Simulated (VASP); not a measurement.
# Ba2BiSb2: Sb into a neighbouring Sb vacancy, part 2 of 5

Aim: the barrier for one hop in Ba2BiSb2: Sb into a neighbouring Sb vacancy. The start is a cell from a database of measured crystal structures.

VASP 6.6.1; PBEsol; plane waves and PAW (Bi, Ba_sv, Sb).

So far. Step 2 (Relax the host): The run ended after 9 ionic steps, 0.027 eV below its first step, once forces and stress met EDIFFG = -0.02.

**3. Relax the start**

System of this step: Ba8Bi4Sb7. The cell holds 19 atoms: 4 Bi, 8 Ba and 7 Sb. Cell: a = 9.991 Å, b = 8.883 Å, c = 13.369 Å, α = 106.2°, β = 138.4°, γ = 90.0°. It derives from Ba2BiSb2. Nearest the centre at fractional (0.500, 0.000, 0.500): Sb17 at 1.54 Å, Ba7 at 3.25 Å, Ba6 at 3.26 Å, Ba9 at 3.28 Å, Ba12 at 3.28 Å, Bi1 at 4.42 Å, Bi4 at 4.44 Å, Ba5 at 4.67 Å.

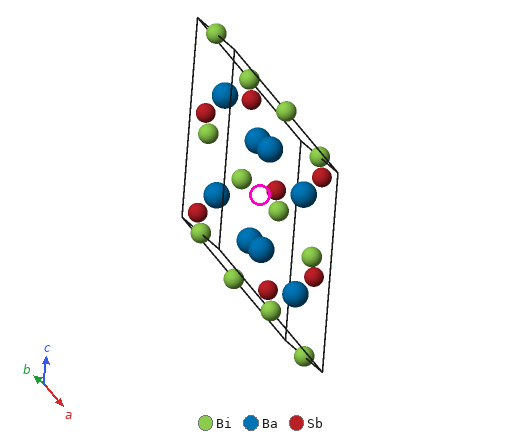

The cell of this step (bismuth green, barium blue, antimony red). A ring marks the centre wherever it is empty. Some periodic images of atoms are drawn too.

A path needs two true minima; the start is relaxed with symmetry off.

Contents of INCAR:

```
SYSTEM = Ba8Bi4Sb7
PREC = Normal
ENCUT = 280
EDIFF = 1E-05
NELM = 120
ISMEAR = 1
SIGMA = 0.15
LREAL = Auto
ALGO = Fast
GGA = PS
NBANDS = 86
LORBIT = 11
LWAVE = .FALSE.
LCHARG = .FALSE.
KPAR = 3
LASPH = .TRUE.
IBRION = 2
NSW = 60
ISIF = 2
EDIFFG = -0.05
POTIM = 0.4
MAXMIX = 40
ISYM = 0
```

Contents of POSCAR:

```
Ba8Bi4Sb7
1.0
    0.0000000000      0.0000000000      9.9911598862
    4.7842642784     -7.4841129910      0.0000000000
    4.7842642784      7.4841129910     -9.9911598862
Bi Ba Sb
4 8 7
Direct
    0.0024816103     -0.0003754812      0.0018201514
   -0.0006205977     -0.0039335440      0.4984858632
    0.5003839270      0.4981011992     -0.0003458630
    0.5017471617      0.5005768147      0.5006527683
    0.5280981156      0.2486783487      0.2482430000
    0.5315395513      0.2511986245      0.7513047749
    0.0288585215      0.7487093172      0.2480220153
    0.0339884574      0.7476948577      0.7511530199
    0.4606390756      0.7468571983      0.2418091365
    0.4690178268      0.7488320817      0.7494030057
    0.9713647486      0.2559125177      0.2529408342
    0.9756409654      0.2534056706      0.7551338727
    0.3955620144      0.1026244741      0.8952267885
    0.8957235095      0.6033645475      0.3970911718
    0.8968936141      0.6026085028      0.8970903279
    0.6007303916      0.8986552836      0.1017438709
    0.6045707975      0.8985535541      0.6039285332
    0.0997603314      0.3958153952      0.1007640988
    0.1037328226      0.4017729476      0.6019022700
```

Contents of KPOINTS:

```
Automatic mesh
0
Gamma
3 3 3
0 0 0
```

The projector-augmented-wave data sets are Bi, Ba_sv and Sb (PBE family, release 64).

On the command line:

```sh
$ mpirun -np 3 vasp_std
```

Log:

```text
[banner, memory and clock lines left out]
running    3 mpi-ranks, on    1 nodes
 distrk:  each k-point on    1 cores,    3 groups
 distr:  one band on    1 cores,    1 groups

 POSCAR found type information on POSCAR BiBaSb
 POSCAR found :  3 types and      19 ions
 [... a notice as in an earlier step ...]

 LDA part: xc-table for (Slater+PW92), standard interpolation
 POSCAR, INCAR and KPOINTS ok, starting setup
 FFT: planning ... GRIDC
 FFT: planning ... GRID_SOFT
 FFT: planning ... GRID
 WAVECAR not read
 entering main loop
       N       E                     dE             d eps       ncg     rms          rms(c)
DAV:   1     0.735346641761E+03    0.73535E+03   -0.36970E+04  2408   0.793E+02
DAV:   2    -0.823398112505E+01   -0.74358E+03   -0.72619E+03  3052   0.205E+02
DAV:   3    -0.797576952829E+02   -0.71524E+02   -0.70675E+02  3040   0.669E+01
DAV:   4    -0.830046353929E+02   -0.32469E+01   -0.32377E+01  3624   0.133E+01
DAV:   5    -0.830939989838E+02   -0.89364E-01   -0.89322E-01  3128   0.220E+00    0.114E+01
RMM:   6    -0.821179673616E+02    0.97603E+00   -0.13890E+00  2412   0.201E+00    0.672E+00
RMM:   7    -0.819815070784E+02    0.13646E+00   -0.12779E+00  2651   0.206E+00    0.155E+00
RMM:   8    -0.819802863769E+02    0.12207E-02   -0.25177E-01  3255   0.105E+00    0.421E-01
RMM:   9    -0.819843272484E+02   -0.40409E-02   -0.53137E-02  3983   0.411E-01    0.303E-01
RMM:  10    -0.819846315066E+02   -0.30426E-03   -0.93842E-03  3298   0.195E-01    0.125E-01
RMM:  11    -0.819847595603E+02   -0.12805E-03   -0.44513E-03  3864   0.117E-01    0.365E-02
RMM:  12    -0.819848822684E+02   -0.12271E-03   -0.16112E-03  3922   0.651E-02    0.259E-02
RMM:  13    -0.819849388567E+02   -0.56588E-04   -0.52895E-04  3463   0.400E-02    0.136E-02
RMM:  14    -0.819849603960E+02   -0.21539E-04   -0.22639E-04  2911   0.242E-02    0.532E-03
WARNING in EDDRMM: call to ZHEGV failed, returncode =   6  3     49
RMM:  15    -0.819849679960E+02   -0.76000E-05   -0.90596E-05  2490   0.154E-02
   1 F= -.81984968E+02 E0= -.81978674E+02  d E =-.819850E+02
 curvature:   0.00 expect dE= 0.000E+00 dE for cont linesearch  0.000E+00
 trial: gam= 0.00000 g(F)=  0.112E-01 g(S)=  0.000E+00 ort = 0.000E+00 (trialstep = 0.100E+01)
 search vector abs. value=  0.112E-01
 bond charge predicted
       N       E                     dE             d eps       ncg     rms          rms(c)
DAV:   1    -0.819941638946E+02   -0.92035E-02   -0.35210E-01  2904   0.148E+00    0.137E-01
RMM:   2    -0.819951543218E+02   -0.99043E-03   -0.13422E-02  2472   0.315E-01    0.464E-02
RMM:   3    -0.819952962809E+02   -0.14196E-03   -0.24321E-03  3613   0.119E-01    0.308E-02
RMM:   4    -0.819953121697E+02   -0.15889E-04   -0.38673E-04  4005   0.453E-02    0.144E-02
RMM:   5    -0.819953281237E+02   -0.15954E-04   -0.18673E-04  3225   0.232E-02    0.479E-03
RMM:   6    -0.819953271822E+02    0.94151E-06   -0.31823E-05  1828   0.118E-02
   2 F= -.81995327E+02 E0= -.81989158E+02  d E =-.103592E-01
[...]
WARNING in EDDRMM: call to ZHEGV failed, returncode =   6  3     56
[... from here on, the cycles between the ionic steps are left out ...]
   3 F= -.82016535E+02 E0= -.82010713E+02  d E =-.315665E-01
[...]
WARNING in EDDRMM: call to ZHEGV failed, returncode =   6  3     43
[...]
WARNING in EDDRMM: call to ZHEGV failed, returncode =   6  3     38
WARNING in EDDRMM: call to ZHEGV failed, returncode =   6  3     59
   4 F= -.82014207E+02 E0= -.82009032E+02  d E =-.292393E-01
   5 F= -.82022845E+02 E0= -.82017324E+02  d E =-.378773E-01
   6 F= -.82026903E+02 E0= -.82021474E+02  d E =-.405728E-02
   7 F= -.82033889E+02 E0= -.82028667E+02  d E =-.110434E-01
[...]
WARNING in EDDRMM: call to ZHEGV failed, returncode =   6  3     57
   8 F= -.82034431E+02 E0= -.82029253E+02  d E =-.115854E-01
   9 F= -.82038507E+02 E0= -.82033749E+02  d E =-.407659E-02
[...]
WARNING in EDDRMM: call to ZHEGV failed, returncode =   6  3     68
[...]
WARNING in EDDRMM: call to ZHEGV failed, returncode =   6  3     71
WARNING in EDDRMM: call to ZHEGV failed, returncode =   6  3     67
  10 F= -.82040391E+02 E0= -.82036146E+02  d E =-.596076E-02
 curvature:  -9.45 expect dE=-0.713E-02 dE for cont linesearch -0.178E-03
 ZBRENT: interpolating
 opt :   8.3692  next Energy=   -82.040535 (dE=-0.610E-02)
 bond charge predicted
       N       E                     dE             d eps       ncg     rms          rms(c)
DAV:   1    -0.820403308780E+02    0.64708E-04   -0.92844E-02  2624   0.767E-01    0.664E-02
RMM:   2    -0.820405642091E+02   -0.23333E-03   -0.31907E-03  2412   0.155E-01    0.254E-02
RMM:   3    -0.820406113256E+02   -0.47116E-04   -0.55803E-04  3469   0.574E-02    0.128E-02
RMM:   4    -0.820406194880E+02   -0.81625E-05   -0.10886E-04  2938   0.221E-02    0.853E-03
RMM:   5    -0.820406207585E+02   -0.12705E-05   -0.27940E-05  1701   0.103E-02
  11 F= -.82040621E+02 E0= -.82036294E+02  d E =-.619012E-02
 curvature:  -7.62 expect dE=-0.501E-02 dE for cont linesearch -0.167E-04
 trial: gam= 0.23352 g(F)=  0.657E-03 g(S)=  0.000E+00 ort =-0.811E-04 (trialstep = 0.432E+01)
 search vector abs. value=  0.782E-03
 reached required accuracy - stopping structural energy minimisation
```

It took 8.7 min on 3 MPI ranks of Intel Xeon 6975P-C (Granite Rapids), shared host; peak memory 1.4 GiB.

OUTCAR, selected parts (step 3):

```text
 Found     14 irreducible k-points:

   k-points           NKPTS =     14   k-points in BZ     NKDIM =     14   number of bands    NBANDS=     86

   dimension x,y,z NGX =    42 NGY =   36 NGZ =   56
   dimension x,y,z NGXF=    84 NGYF=   72 NGZF=  112

   ENCUT  =  280.0 eV  20.58 Ry    4.54 a.u.  13.63 12.12 18.24*2*pi/ulx,y,z

   NELECT =     135.0000    total number of electrons

 E-fermi :   4.3248

 k-point     1 :       0.0000    0.0000    0.0000
  band No.  band energies     occupation
    ...
     65       3.4831      2.00000
     66       3.8207      2.00002
     67       3.8277      2.00003
     68       4.2658      1.61185
     69       4.3659      0.55524
     70       4.3901      0.33515
     71       4.5079     -0.07091
     72       4.9591     -0.00000
     73       5.0281     -0.00000
     74       5.2487     -0.00000
    ...

 k-point     2 :       0.3333    0.0000    0.0000
  band No.  band energies     occupation
    ...
     64       3.3167      2.00000
     65       3.5222      2.00000
     66       3.6139      2.00000
     67       3.8062      2.00001
     68       4.2180      1.92810
     69       4.3858      0.37101
     70       4.7565     -0.00036
     71       5.1286     -0.00000
     72       5.2737     -0.00000
     73       5.4243     -0.00000
    ...

  Total       -1.7595572     -0.8917237     -2.3375888      0.1180169     -0.0253666     -0.0029545
  in kB       -3.9401482     -1.9968227     -5.2345254      0.2642733     -0.0568030     -0.0066159
  external PRESSURE =      -3.7238321 kB  Pullay stress =       0.0000000 kB

  energy-cutoff  :      280.00
  volume of cell :      715.49
      direct lattice vectors                 reciprocal lattice vectors
     0.000000000  0.000000000  9.991159886     0.104509277  0.066808184  0.100088479
     4.784264278 -7.484112991  0.000000000     0.104509277 -0.066808184  0.000000000
     4.784264278  7.484112991 -9.991159886     0.104509277  0.066808184  0.000000000

 POSITION                                       TOTAL-FORCE (eV/Angst)
 -----------------------------------------------------------------------------------
      9.55500      0.01394      0.00340         0.000414     -0.003086     -0.010917
      2.39211      3.66979      4.99898        -0.012889      0.014017     -0.002650
      2.39031     -3.73403      4.99858        -0.009739      0.043453      0.001411
      4.83339     -0.04291     -0.00299         0.006253     -0.020502      0.019417
      2.39217     -0.00878      2.82874         0.008543      0.034286     -0.011464
      4.81350      3.78246     -2.19663         0.006060     -0.017374     -0.012307
      4.74502     -3.70498     -2.19514        -0.023287     -0.032542     -0.001682
      7.18561      0.00351     -7.21387        -0.019153     -0.028256      0.006733
      4.74684     -3.70838      2.20563        -0.014563     -0.015575     -0.017501
      7.17262     -0.00160     -2.77801         0.030696     -0.007393     -0.002771
      2.38484     -0.01452      7.16985         0.016549      0.041857      0.000022
      4.81718      3.77822      2.20036        -0.010851     -0.010230      0.003447
      4.78809      5.96864     -4.99938        -0.006620      0.011207      0.010150
      4.80345     -1.51368      5.00067        -0.016498     -0.012403     -0.026216
      7.17560      2.22062      0.00097        -0.012678     -0.015726      0.000777
      4.75443     -5.96730      4.99933         0.022637     -0.004502     -0.001440
      7.15442     -2.37902     -0.00451         0.020353      0.004052      0.042554
      2.37821     -2.13766      0.00736         0.003299      0.010463     -0.005819
      4.78846      1.51037     -4.99476         0.011475      0.008254      0.008257
 -----------------------------------------------------------------------------------
    total drift:                                0.006192      0.011731      0.001581

  FREE ENERGIE OF THE ION-ELECTRON SYSTEM (eV)
  ---------------------------------------------------
  free  energy   TOTEN  =       -82.0406207585 eV

  energy  without entropy=      -82.0276389959  energy(sigma->0) =      -82.03629350

 total charge
# of ion       s       p       d       tot
------------------------------------------
    1        1.720   1.952   0.050   3.722
    2        1.730   1.943   0.066   3.739
    3        1.730   1.952   0.068   3.750
    4        1.721   1.950   0.052   3.723
    5        2.008   5.576   0.335   7.919
    6        2.010   5.575   0.336   7.920
    7        2.010   5.575   0.337   7.922
    8        2.008   5.578   0.341   7.926
    9        2.010   5.575   0.337   7.921
   10        2.008   5.578   0.341   7.927
   11        2.008   5.576   0.334   7.918
   12        2.010   5.575   0.336   7.920
   13        1.169   1.274   0.018   2.461
   14        1.169   1.273   0.018   2.460
   15        1.160   1.284   0.017   2.461
   16        1.169   1.270   0.019   2.459
   17        1.161   1.276   0.010   2.447
   18        1.168   1.270   0.018   2.456
   19        1.169   1.269   0.019   2.458
--------------------------------------------------
tot         31.137  61.319   3.054  95.509

[... 1 part as in an earlier step ...]

[... 7 further parts left out ...]
```

CONTCAR:

```
Ba8Bi4Sb7
   1.00000000000000
     0.0000000000000000    0.0000000000000000    9.9911598862000002
     4.7842642784000002   -7.4841129909999999    0.0000000000000000
     4.7842642784000002    7.4841129909999999   -9.9911598862000002
  Bi              Ba              Sb
     4     8     7
Direct
     0.9998568828632397    0.9976550916333561    0.9995170766985374
     0.9955099364094848    0.0048251138380306    0.4951695211432889
     0.5006463972711257    0.4992738049057920    0.0003457368995151
     0.5019679459766426    0.5080010013969875    0.5022675872261338
     0.5325420602602066    0.2505908269877392    0.2494175285928832
     0.5358975970694692    0.2503563997174759    0.7557546928992507
     0.0286675300250268    0.7434216965575574    0.2483760206491963
     0.0291721930421676    0.7507285315216226    0.7511976942691534
     0.4690964696578971    0.7438383044532345    0.2483386208050937
     0.4714518641185954    0.7497121378116365    0.7494985743449186
     0.9658873279958912    0.2502083428377478    0.2482684337962024
     0.9760862131654102    0.2510239026152299    0.7558553051521896
     0.3987735554231943    0.1016460181439452    0.8991542973852797
     0.9013877878651947    0.6031309464216308    0.4008782015024377
     0.8983698414197810    0.6015610895526415    0.8982725957716676
     0.5985929048936461    0.8955469300162076    0.0982177377994328
     0.5883139663595063    0.9066410748109393    0.5887655086144457
     0.1064676617866937    0.3913576666558693    0.1057314676378174
     0.1014247089968396    0.3995334301223514    0.6013430390125583
```

Relaxation path:

```tsv
step	energy less that of the first step (eV)	largest force (eV/Å)
1	0.0000	0.2108
2	-0.0104	0.1905
3	-0.0316	0.1511
4	-0.0292	0.1919
5	-0.0379	0.1226
6	-0.0419	0.1107
7	-0.0489	0.0829
8	-0.0495	0.0729
9	-0.0535	0.0513
10	-0.0554	0.0542
11	-0.0557	0.0473
```

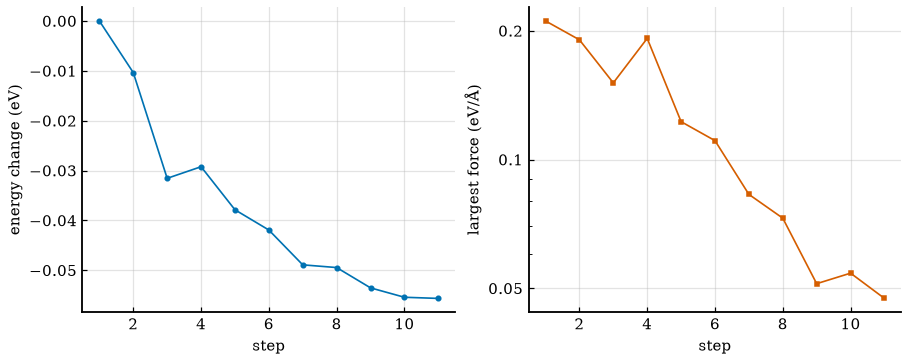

Energy and largest force along the relaxation.

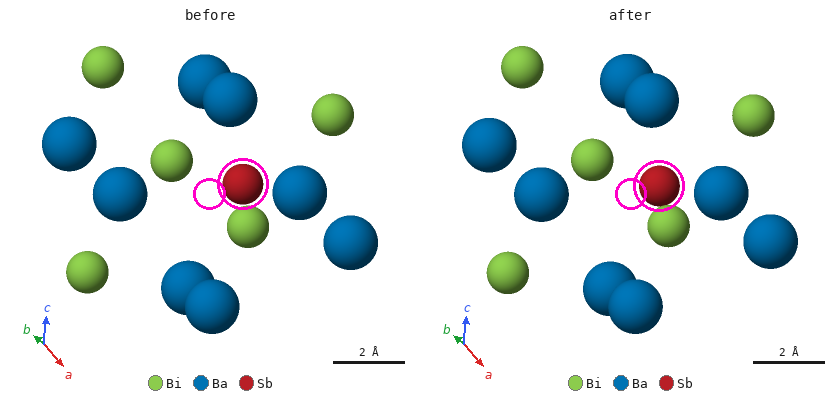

Before and after: the atoms that start within 5 Å of the centre. Sb17, which moves most, is ringed if it is among them. A ring with no atom in it marks the empty centre.

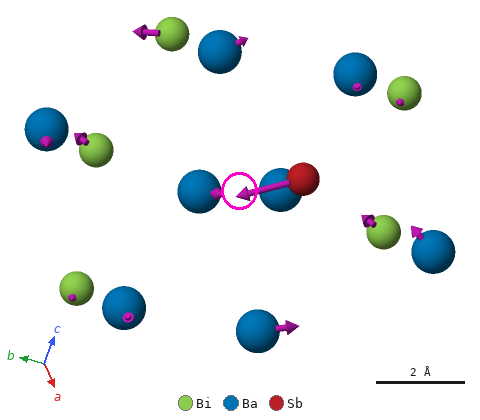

Displacements in the relaxation near the centre, exaggerated; the longest in the cell stands for 0.18 Å. A ring marks the centre wherever it is empty.

The atoms that moved most (Å):

```tsv
atom	dx	dy	dz	length
Sb17	-0.034	-0.174	-0.011	0.178
Bi2	0.026	-0.090	-0.006	0.094
Ba9	0.017	0.071	0.019	0.076
Sb18	0.002	0.071	0.017	0.073
Bi4	0.043	-0.043	-0.014	0.063
Ba8	0.015	-0.022	-0.049	0.055
Ba11	-0.050	0.008	-0.008	0.051
Ba7	-0.024	0.042	-0.005	0.049
```

The relaxed structure:

```xyz
19
Lattice="0.0000 0.0000 9.9912 4.7843 -7.4841 0.0000 4.7843 7.4841 -9.9912" Properties=species:S:1:pos:R:3 pbc="T T T"
Bi   -0.0135    0.0139    0.0034
Bi    2.3921    3.6698   -4.9922
Bi    2.3903   -3.7340    4.9986
Bi    4.8334   -0.0429   -0.0030
Ba    2.3922   -0.0088    2.8287
Ba    4.8135    3.7825   -2.1966
Ba    4.7450   -3.7050   -2.1951
Ba    7.1856    0.0035   -7.2139
Ba    4.7468   -3.7084    2.2056
Ba    7.1726   -0.0016   -2.7780
Ba    2.3848   -0.0145    7.1698
Ba    4.8172    3.7782    2.2004
Sb    4.7881    5.9686   -4.9994
Sb    4.8034   -1.5137    5.0007
Sb    7.1756    2.2206    0.0010
Sb    4.7544   -5.9673    4.9993
Sb    7.1544   -2.3790   -0.0045
Sb    2.3782   -2.1377    0.0074
Sb    4.7885    1.5104   -4.9948
```

Numbers from this step:

```
electronic steps        : 93
electrons               : 135
free energy (TOTEN)     : -82.0406 eV
energy at zero smearing : -82.0363 eV
Fermi energy            : 4.325 eV
```

The run ended after 11 ionic steps, 0.056 eV below its first step, once the forces on the free atoms met EDIFFG = -0.05.

(Continued in part 3 of 5.)

[Lines on the potential files, build, host, timing and source positions are cut from VASP's logs without a mark.]

[Logs are printed without paths, hosts, clocks, repeated set-up lines and the standing remarks that a program may print on its own settings, such as how far it seeks lower states.]

[Hosts, paths, dates, database ids (printed as entryN), source tags and the programs' standing remarks are cut or masked in the printed files.]

[Runs that stopped without an error message from VASP are left out.]
